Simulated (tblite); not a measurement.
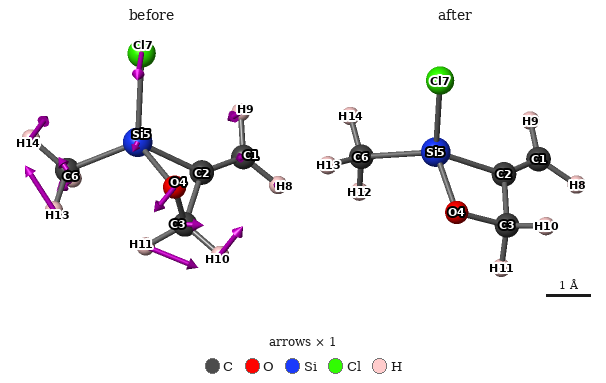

The structure of C₄H₇ClOSi before (left) and after (right) a relaxation, at one scale. The purple arrows give the displacements, at their true length.

A ball-and-stick model, seen at a tilt.

Method: GFN2-xTB geometry optimisation, gas phase (tblite). 

Summarise the run.

H11 moves most after the best rigid fit: 1.30 Å. By element the largest moves are H 1.30 Å, Cl 1.02 Å, O 0.77 Å, C 0.45 Å, Si 0.26 Å. Among the contacts that change: Si5–Cl7 2.077 → 2.017 Å, C2–Si5 1.836 → 1.894 Å, Si5–C6 1.849 → 1.893 Å, C6–H12 1.119 → 1.085 Å. Bond angles that change, for instance: C2–C3–O4 89.2° → 99.0°, C3–O4–Si5 88.6° → 97.5°, C1–C2–C3 138.7° → 130.7°. Groups turn about Si5–C6 by about 60°, C3–O4 by about 45°, C2–C3 by about 40°. Over 124 geometry steps the energy falls by 1.370 eV. Cost: 1.5 s on 1 thread of Arm Neoverse N1, on a shared host.
